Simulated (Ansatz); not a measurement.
C (diamond)

```yaml
crystal:
  lattice:
    - [0.00000, 3.57157, 3.57157]
    - [1.78578, 0.00000, 1.78578]
    - [1.78578, 1.78578, 0.00000]
  atoms:
    - { symbol: C, position: [0.25000, 0.50000, 0.50000] }
    - { symbol: C, position: [0.75000, 0.50000, 0.50000] }
    - { symbol: C, position: [0.37500, 0.75000, 0.75000] }
    - { symbol: C, position: [0.87500, 0.75000, 0.75000] }
```

The atoms are displaced by Q × the pattern below (from a DFPT mode at L = (0.5, 0.0, 0.0), largest move 1; Q in Å), at fixed cell. It is one choice among 2 degenerate patterns. (q is in reciprocal vectors of the primitive cell; the cell shown is doubled to hold the pattern.)

```
atom       x       y       z
----  ------  ------  ------
C1     0.285  -0.520   0.805
C2    -0.285   0.520  -0.805
C3    -0.285   0.520  -0.805
C4     0.285  -0.520   0.805
```

These are PBE (plane waves to 420 eV, PAW, scalar-relativistic; Ansatz, a quantum-chemistry and plane-wave program) values and carry that method's errors. k mesh 8×16×16 (Γ-centred), Fermi-Dirac smearing 0.05 eV. Energies are smeared free energies. C was relaxed with its symmetry unable to fall. The zero of ΔE is the undisplaced structure.

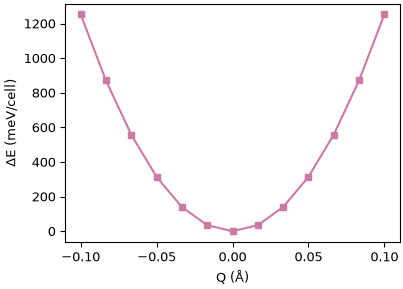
Figure: ΔE (meV/cell) against Q (Å); one marker a computed point.

Problem. What is the energy change at Q = 0.100 Å?

Solution. About 1300 meV/cell.

Problem. What harmonic wavenumber does the curvature at Q = 0 give?

Solution. About 1200 cm⁻¹.

(A displaced cell: forces are minus the slopes of the energy, force constants its curvatures, and phonons follow from these.)
